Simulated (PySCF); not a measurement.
# C8H16Si (SMILES CC(C)(C)[C@H]1C=CC[SiH2]1): what the fields show

```xyz
25

C    -2.0141    0.2609    0.8873
C    -0.8360    0.5174   -0.0589
C    -0.8777    1.9818   -0.5003
C    -0.9649   -0.3959   -1.2794
C     0.5030    0.2561    0.6851
C     0.6891   -1.1579    1.1818
C     1.7842   -1.8559    0.8468
C     2.8397   -1.2186   -0.0171
Si    2.1344    0.5249   -0.2864
H    -2.0703   -0.7935    1.1964
H    -1.9342    0.8782    1.7966
H    -2.9679    0.5092    0.3950
H    -0.7729    2.6582    0.3633
H    -1.8330    2.2154   -0.9966
H    -0.0693    2.2138   -1.2118
H    -1.9293   -0.2342   -1.7865
H    -0.9069   -1.4565   -0.9895
H    -0.1680   -0.2042   -2.0142
H     0.5129    0.9395    1.5564
H    -0.0763   -1.6087    1.8236
H     1.9223   -2.8829    1.2043
H     2.9939   -1.7798   -0.9548
H     3.8189   -1.1997    0.4911
H     1.9638    0.8681   -1.7322
H     2.9846    1.5906    0.3294
```

Geometry: PBE0-D3(BJ)/def2-SVP.

Theory: PBE0/pcSseg-1, SCF density, gas phase, non-relativistic in PySCF 2.14.0.

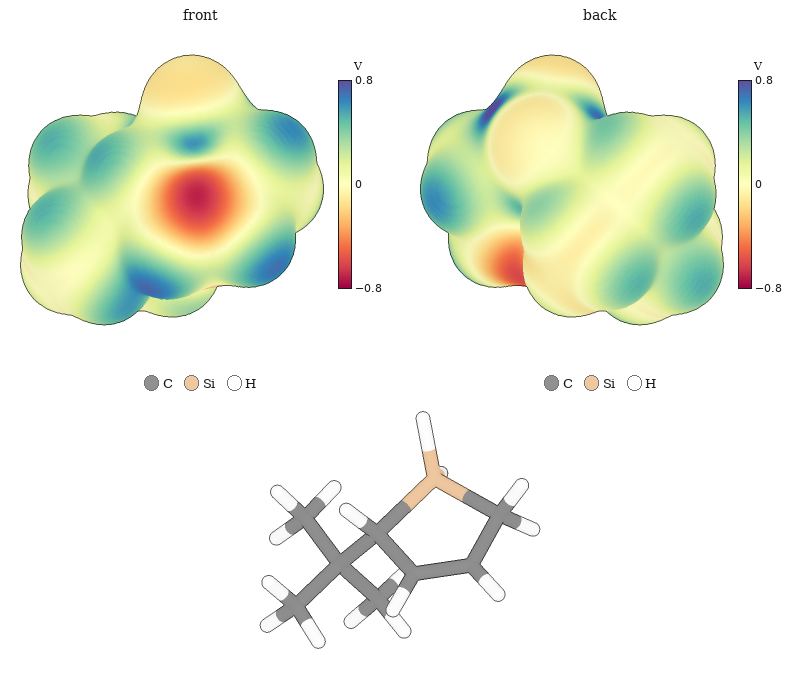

Figure 1. The electrostatic potential painted on the density surface at 0.002 e/bohr³, seen from the front and from behind; the colour scale runs from red (negative) to blue (positive). The bare structure is drawn below in the same view.

Question: Where is the surface potential most negative and most positive?

Answer: The most negative region (about −0.7 V) lies over the π face of C6 and C7, the most positive (about +0.7 V) over Si9, H20 and H21.

Question: How polar is the molecule by this calculation?

Answer: Its dipole moment is 0.38 D.

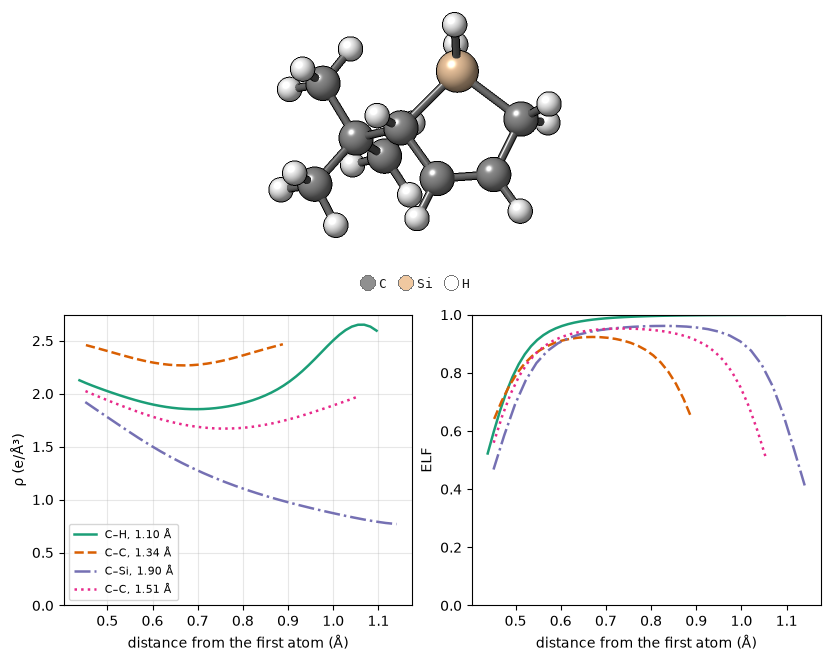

Figure 2. Electron density and ELF along straight lines between neighbouring atoms. The curves leave out the atomic cores. The structure is drawn too.

Question: What can be read from the curves?

Answer: C–H (1.10 Å): ρ is about 2 e/Å³ halfway; the ELF climbs to about 1 towards the hydrogen, as it does in any bond to H; an ordinary covalent bond to hydrogen.
C–C (1.34 Å): ρ at the midpoint is about 2.3 e/Å³; the ELF peaks at about 0.90 between the atoms (a multiple bond).
C–Si (1.90 Å): ρ is about 0.92 e/Å³ halfway; the ELF peaks at about 0.95 between the atoms: a covalent bond.
C–C (1.51 Å): the density is about 1.7 e/Å³ at the midpoint; the ELF peaks at about 0.95 between the atoms (a covalent bond).
